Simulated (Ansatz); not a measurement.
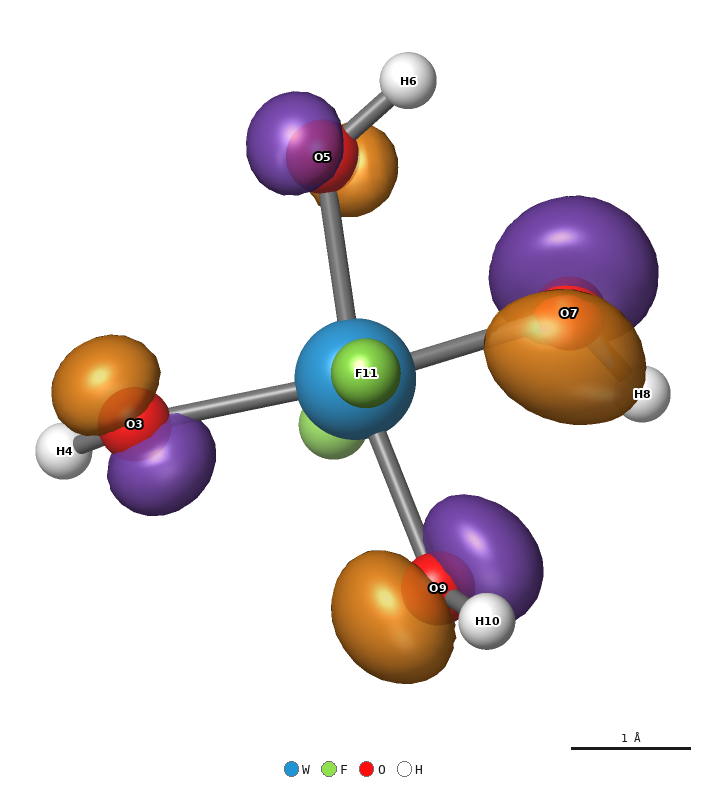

The picture shows: F₂H₄O₄W. The HOMO at ±0.2 Å⁻³ᐟ² (orange and purple are the two phases), seen across its widest extent.

Core potentials replace the inner electrons of W.

These are results of RKS PBE/def2-SVP (Ansatz), not measurements.

```xyz
11

W     0.1272   -0.0510    0.0426
F     0.6110    0.0885    1.8798
O     2.0077   -0.1213   -0.1976
H     2.7259   -0.0523    0.4571
O     0.0189    1.7680   -0.4780
H    -0.8259    2.2239   -0.6572
O    -1.6835    0.2998    0.6363
H    -2.1042   -0.3580    1.2219
O    -0.2385   -1.9114    0.3141
H    -0.6868   -2.4578   -0.3576
F    -0.2043   -0.5066   -1.7751
```

**What is the character of this orbital?**

Its weight (Hirshfeld) is mainly on O7 (about 45 %), O9 (about 25 %), O3 (about 15 %) and O5 (about 10 %); largely a combination of lone pairs on O7, O9, O3 and O5. Its energy is −7.31 eV.
